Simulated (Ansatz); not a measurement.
Calculation: PBE (plane waves to 420 eV, PAW; Ansatz, an electronic-structure program).

Host crystal: anatase TiO2, with a band gap (PBE, scalar-relativistic without spin-orbit coupling).

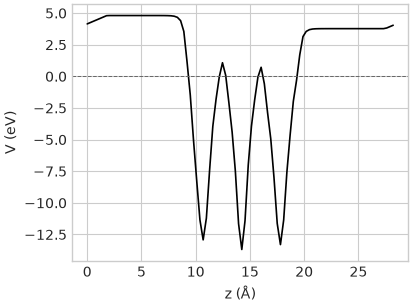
Figure. Electrostatic potential energy of an electron, averaged over planes parallel to the surface, in eV from the Fermi level, for H on the 1x1 (101) surface of anatase TiO2 (cut with top plane O), one in a 2x1 cell, started at the site 'over Ti at depth 1.4 Å'

Set-up: 37 atoms, 9.4 Å thick at the start under the adsorbate (thin: gaps and levels are the slab's own); mesh 3x4x1; 0.01 eV smearing; dipole correction on; 14 atoms held, the rest relaxed; no symmetry held; spin-polarised, ending with about 0.5 μB a cell, a value that depends on the mesh; orders that need a larger cell were not tried, no spin-orbit, no U, no dispersion correction. The slab shows no gap over 0.04 eV on its mesh. At the end it is bonded to O. In PBE it is, or lies within 0.03 eV of, the lowest of the starts that converged.

Problem. The surface cell has an area of 39.58 Å². What dipole along the normal does the step between the two vacuum levels imply?

Solution. the top vacuum level lies 1.04 eV below the bottom one; p = −ε₀ A ΔV (ε₀ = 0.005526 e/(V·Å)) gives 0.23 e·Å a cell.
